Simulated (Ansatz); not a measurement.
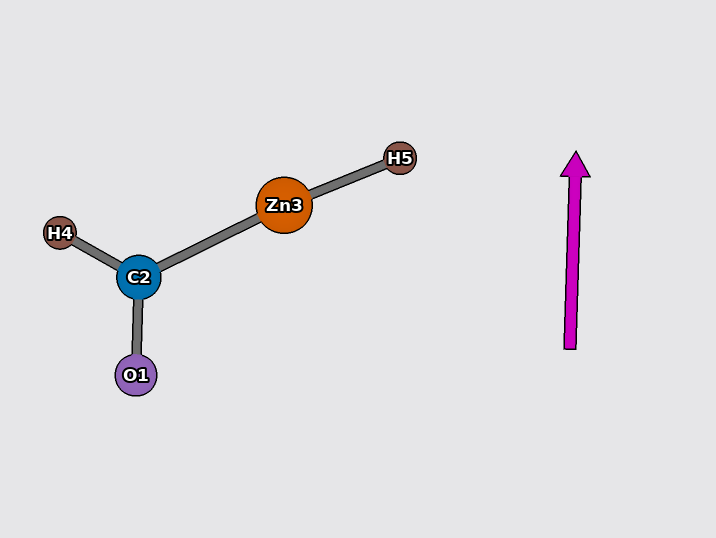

The arrow beside the molecule shows the direction of the dipole moment, from the negative to the positive end (its length means nothing). The geometry was computed by an optimisation with PBE0-D4/def2-TZVP. No frequency run is at hand to confirm it as a minimum. Method: RKS PBE0-D4/def2-TZVP (Ansatz 0.2.0).

Question: Estimate the dipole moment.

Answer: 2.15 D; it points from the side of O1 to the side of H5 (the outermost atoms at the two ends).
